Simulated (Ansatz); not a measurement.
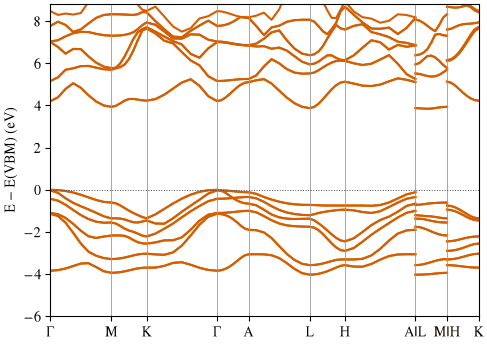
Figure. Band structure from r²SCAN+D4 with spin–orbit coupling (plane waves, PAW; program Ansatz)

The gap is 3.83 eV; an edge lies off the plotted path or next to a special point (maximum at Γ, minimum off the standard path).

The material is MgI2 (CdI2 type, P-3m1).

Symmetry was held in the r²SCAN+D4 relaxation; phonons on a q-mesh show no instability.

Potentials: the later of the program's two PAW sets.
